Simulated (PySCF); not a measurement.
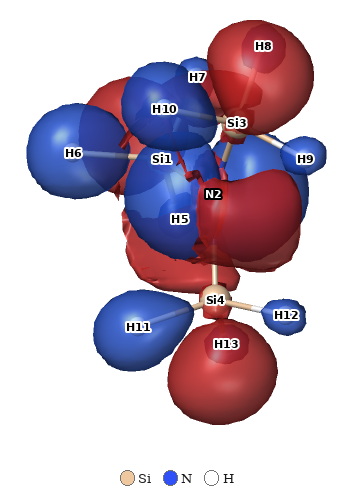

Figure. H₉NSi₃, SMILES `[SiH3]N([SiH3])[SiH3]`. Unrelaxed difference density of S₁ less the ground state (TDA singlet states), ±0.01 e/Å³; red: gain, blue: loss.

Level of theory: PBE0/6-311+G** (PySCF), at a geometry from GFN2-xTB. No frequency check shows the geometry to be a minimum.

Input

```python
import numpy as np
from pyscf import gto, scf, dft, tdscf
from pyscf.scf import atom_ks, atom_hf
from scipy.linalg import block_diag

def solve(mol, dm0=None, hcore=None):
    mf = (dft.UKS if mol.spin else dft.RKS)(mol, xc='pbe0')
    mf.grids.level = 3
    mf = mf.density_fit(auxbasis='def2-universal-jkfit')
    mf.conv_tol, mf.max_cycle = 1e-8, 80
    if hcore is not None:
        mf.get_hcore = lambda *args: hcore
    mf.kernel(dm0)
    if not mf.converged:
        mf = mf.newton().run(mf.mo_coeff, mf.mo_occ, max_cycle=30)
    assert mf.converged, 'SCF not converged'
    return mf

mol = gto.M(atom='''
Si     1.67659     0.46108    -0.01276
N      0.00033     0.00003     0.12861
Si    -1.23773     1.22120    -0.01269
Si    -0.43898    -1.68228    -0.01265
H      2.47439    -0.56744     0.65109
H      2.06327     0.56676    -1.42460
H      1.83589     1.75343     0.65110
H     -0.74555     2.42674     0.65101
H     -2.43622     0.71336     0.65119
H     -1.52360     1.50229    -1.42453
H     -0.54078    -2.07009    -1.42447
H     -1.72861    -1.85889     0.65119
H      0.60059    -2.46640     0.65114
''', basis='6-311+g**', charge=0, spin=0, verbose=4)
mf = solve(mol)
td = mf.TDA()
td.nstates, td.singlet, td.conv_tol = 4, True, 1e-5
td.kernel()
td.analyze()
x, y = np.array([p[0] for p in td.xy]), np.array([p[1] + 0 * p[0] for p in td.xy])
f, mu = td.oscillator_strength(), td.transition_dipole()
nto = [td.get_nto(state=i + 1, verbose=4) for i in range(len(td.e))]
# spherically averaged free atoms, for the promolecule
atm = atom_ks.get_atm_nrks(mol, xc='pbe0')
pro = block_diag(*[(atm[a[0]][2] * atm[a[0]][3]) @ atm[a[0]][2].T for a in mol._atom])
np.savez('result.npz', e=td.e, f=f, ok=td.converged, w=[n[0] for n in nto], nto=[n[1] for n in nto], x=x, y=y, c=mf.mo_coeff, occ=mf.mo_occ, eps=mf.mo_energy, pro=pro, mu=mu)
```

Command:

```sh
OMP_NUM_THREADS=1 python input.py
```

The run took 110 s on 1 thread of AMD EPYC 9R45 96-Core Processor (Zen 5) (shared host), peak memory 0.85 GiB.

How does the charge move on excitation?

Answer. 0.76 e is displaced in all, of which about 0.5 e passes between atoms: N2 (0.39 e) loses electrons and Si1, Si3 and Si4 (0.12 e each) gain them. The state: 5.74 eV (216 nm), f = 0.000 (very weak), partly diffuse acceptor orbital; the leading pair carries 100 %; hole on N2 (48 %), Si1, Si3 and Si4 (9 % each) and H6, H10 and H11 (6 % each), electron on Si1, Si3 and Si4 (21 % each) and N2 (8 %) (atom shares of so diffuse an orbital are rough); their centroids lie 0.1 Å apart.
